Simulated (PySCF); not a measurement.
## GeBCl3O2: geometry relaxation

System: GeBCl3O2.
Method: PBE0-D3(BJ)/def2-SVP geometry optimisation, gas phase (PySCF 2.14.0).

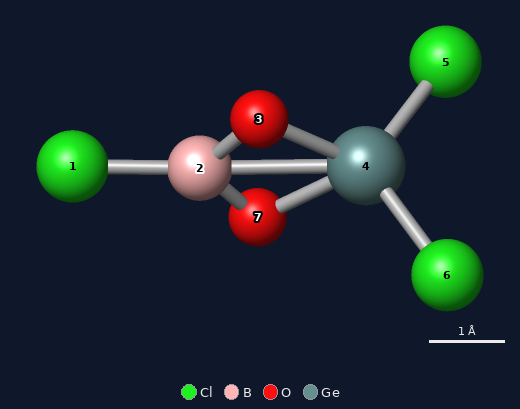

**Figure 1.** The input geometry (ball-and-stick view, seen at a tilt; atoms are numbered from 1 in the order of the input). Sticks mark near contacts. Bond lengths as drawn: B–Cl 1.71 Å, B–Ge 2.23 Å, B–O 1.36 to 1.37 Å, Cl–Ge 2.06 to 2.11 Å and Ge–O 1.81 to 1.84 Å.

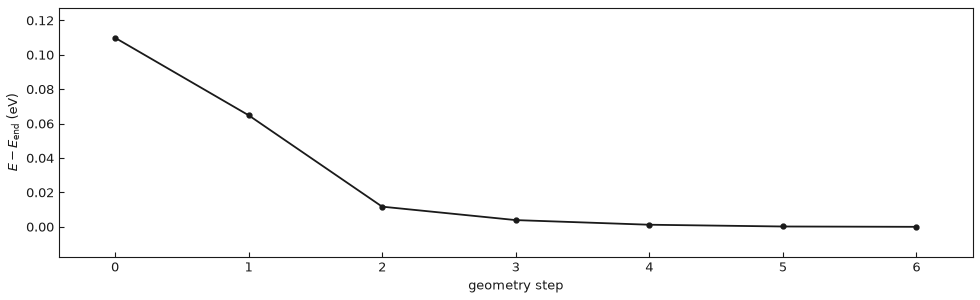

**Figure 2.** Progress of the relaxation, step by step (steps are counted from 0).

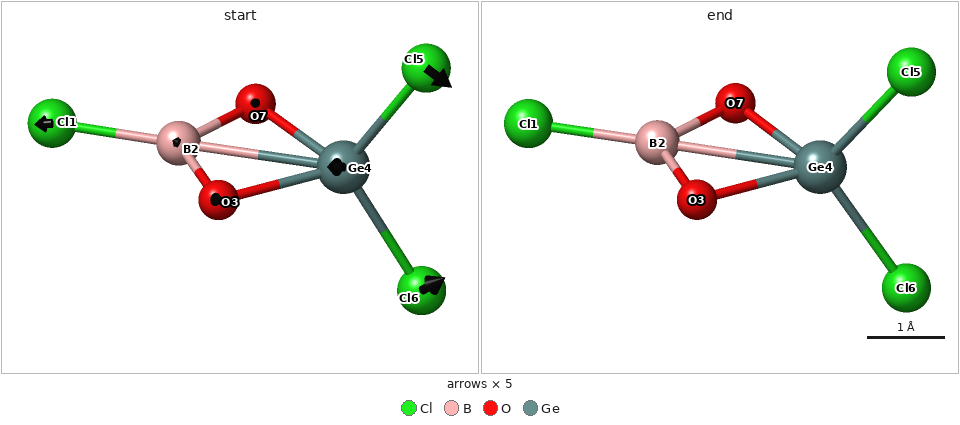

**Figure 3.** Before (left) and after (right) the relaxation, at one scale (ball-and-stick view, seen at a tilt). The black arrows give the displacements, magnified 5 times. Over 6 geometry steps the energy falls by 0.110 eV. Largest force component: 1.5 eV/Å at the start, 0.023 eV/Å at the end. The atom that moves furthest after the best rigid fit is Cl5 (0.086 Å). Largest moves by element: Cl 0.086 Å, Ge 0.058 Å, O 0.032 Å, B 0.019 Å. Distances before and after: Ge4–Cl5 2.060 → 2.108 Å, Ge4–O7 1.845 → 1.807 Å, B2–Ge4 2.229 → 2.196 Å, Cl1–B2 1.706 → 1.739 Å. Among the angles that change: Cl5–Ge4–Cl6 117.6° → 110.8°, B2–Ge4–Cl6 120.4° → 124.9°, Cl6–Ge4–O7 113.0° → 116.3°. (Atoms are counted from 1 in the order of the input.)

The input that produced these results follows, with the program's output.

Input file:
```
{"job": {"xc": "PBE0", "basis": "def2-SVP", "d3": "d3bj", "grid": 2, "kind": "geom", "shake": 0.01}, "charge": 0, "multiplicity": 1}
Cl     1.189030    -2.281795    -1.459198
B      0.492376    -0.966676    -0.625784
O      0.902760     0.339771    -0.727211
Ge    -0.360881     0.764157     0.490124
Cl     0.322271     1.302418     2.357240
Cl    -1.970607     1.864483    -0.315192
O     -0.544329    -1.056361     0.257172
```

The first line tells a small driver script what to run in PySCF; the rest is the geometry in Å.

Command:
```bash
OMP_NUM_THREADS=1 python <driver script> task.json out
```

The program's output:
```
step   0  E = -3631.42446234  max force = 0.028835
step   1  E = -3631.42611805  max force = 0.035434
step   2  E = -3631.42807140  max force = 0.006488
step   3  E = -3631.42835858  max force = 0.003982
step   4  E = -3631.42845765  max force = 0.002943
step   5  E = -3631.42849534  max force = 0.000856
step   6  E = -3631.42850250  max force = 0.000443
optimisation converged
```

Trajectory as extended XYZ (Å, eV, eV/Å), 7 frames, from step=0 to step=6:
```
7
Properties=species:S:1:pos:R:3:forces:R:3 step=0 energy=-98816.09285
Cl    1.1890   -2.2818   -1.4592    0.4261  -0.7769  -0.5380
B     0.4924   -0.9667   -0.6258   -0.3049   0.5011   0.3747
O     0.9028    0.3398   -0.7272    0.5801   0.9283  -0.2282
Ge   -0.3609    0.7642    0.4901   -0.2374  -1.4827  -1.3761
Cl    0.3223    1.3024    2.3572    0.1898   0.4321   0.8312
Cl   -1.9706    1.8645   -0.3152    0.0531   0.1230   0.2090
O    -0.5443   -1.0564    0.2572   -0.7067   0.2751   0.7275
7
Properties=species:S:1:pos:R:3:forces:R:3 step=1 energy=-98816.13790
Cl    1.4139   -2.3061   -1.4309   -0.1697   0.4334   0.2696
B     0.6335   -0.9885   -0.5633    0.3951  -0.6235  -0.4995
O     0.9550    0.3499   -0.6521   -0.2469  -0.1999   0.1009
Ge   -0.4458    0.5610    0.4907    0.1772   1.8221   0.7522
Cl    0.0828    1.3184    2.4165   -0.0869  -0.2124  -0.3665
Cl   -2.0884    1.6718   -0.2238   -0.0364  -0.0810  -0.0777
O    -0.4443   -1.1767    0.2997   -0.0324  -1.1388  -0.1789
7
Properties=species:S:1:pos:R:3:forces:R:3 step=2 energy=-98816.19106
Cl    1.4204   -2.2977   -1.4292    0.0166   0.1631   0.0682
B     0.6351   -0.9995   -0.5682   -0.1583  -0.3336  -0.0281
O     0.9429    0.3417   -0.6495   -0.0876   0.0709   0.0327
Ge   -0.4450    0.5845    0.4986    0.2336   0.3187   0.2263
Cl    0.0916    1.3172    2.4148   -0.0386  -0.1051  -0.1593
Cl   -2.0937    1.6829   -0.2225   -0.0081  -0.0720  -0.0509
O    -0.4447   -1.1992    0.2929    0.0424  -0.0422  -0.0889
7
Properties=species:S:1:pos:R:3:forces:R:3 step=3 energy=-98816.19887
Cl    1.4297   -2.2811   -1.4321    0.0323  -0.0210   0.0180
B     0.6236   -1.0089   -0.5653   -0.2048  -0.1025   0.0469
O     0.9357    0.3329   -0.6511   -0.0447   0.1536   0.0302
Ge   -0.4396    0.5938    0.5019    0.1765   0.0325   0.0278
Cl    0.1039    1.3098    2.4116   -0.0042  -0.0279  -0.0124
Cl   -2.0919    1.6816   -0.2252   -0.0125  -0.0432  -0.0350
O    -0.4546   -1.1983    0.2970    0.0574   0.0085  -0.0754
7
Properties=species:S:1:pos:R:3:forces:R:3 step=4 energy=-98816.20156
Cl    1.4268   -2.2792   -1.4295    0.0406  -0.0481  -0.0083
B     0.6159   -1.0092   -0.5669   -0.1513   0.0003   0.0446
O     0.9317    0.3358   -0.6535    0.0132   0.0740  -0.0145
Ge   -0.4318    0.6007    0.5033    0.0622  -0.0591  -0.0095
Cl    0.1139    1.3011    2.4135    0.0098   0.0112   0.0450
Cl   -2.0916    1.6753   -0.2258   -0.0104  -0.0176  -0.0187
O    -0.4582   -1.1947    0.2959    0.0359   0.0394  -0.0386
7
Properties=species:S:1:pos:R:3:forces:R:3 step=5 energy=-98816.20259
Cl    1.4227   -2.2802   -1.4292    0.0168  -0.0254  -0.0018
B     0.6086   -1.0085   -0.5697   -0.0440   0.0341  -0.0011
O     0.9301    0.3383   -0.6575    0.0144  -0.0030  -0.0191
Ge   -0.4251    0.6047    0.5048    0.0006  -0.0385   0.0079
Cl    0.1226    1.2958    2.4181    0.0065   0.0154   0.0286
Cl   -2.0911    1.6702   -0.2245   -0.0035  -0.0019  -0.0043
O    -0.4610   -1.1905    0.2948    0.0093   0.0192  -0.0103
7
Properties=species:S:1:pos:R:3:forces:R:3 step=6 energy=-98816.20279
Cl    1.4190   -2.2822   -1.4305    0.0028  -0.0045   0.0041
B     0.6054   -1.0078   -0.5724    0.0037   0.0228  -0.0199
O     0.9295    0.3389   -0.6602    0.0027  -0.0192  -0.0105
Ge   -0.4224    0.6054    0.5063   -0.0049  -0.0102   0.0201
Cl    0.1273    1.2950    2.4209    0.0018   0.0067   0.0028
Cl   -2.0905    1.6693   -0.2213    0.0001   0.0014   0.0007
O    -0.4617   -1.1887    0.2940   -0.0062   0.0031   0.0026
```

Key numbers:

| quantity | value |
| --- | --- |
| outcome | converged |
| total energy | −3631.428503 hartree |
| dipole moment | 2.00 D |
| point group | C2v |
| hardware | 1 CPU thread, shared host |
| wall time | 74 s |
| peak memory | 0.66 GiB |
